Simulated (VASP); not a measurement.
Band structure of LaPt$_{5}$ (space group P6/mmm). Level of theory: PBEsol GGA, VASP's PBE PAW potentials (set 64) (plane waves; VASP 6.6.1).

Unless said otherwise, spin-orbit coupling is left out, though it shifts the bands of the heavy elements here.

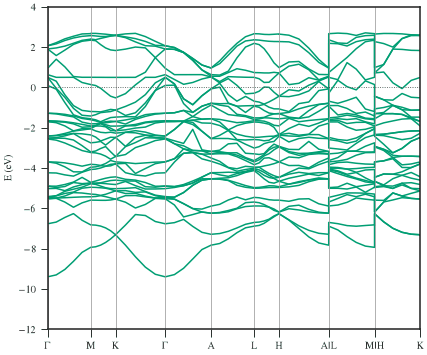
Figure: Bands along high-symmetry lines, zero at the valence-band maximum or, without a gap, the Fermi level

Problem. Read the plot: is there a gap, and where are the band edges?

Solution. It has no gap at this level: it comes out as a metal or semimetal.

The structure comes from a measured LaPt5 entry of the Crystallography Open Database, whose conditions weren't checked. The cell was not relaxed at this level. The electron count is odd and the run is not spin-polarised, which forces a metal.
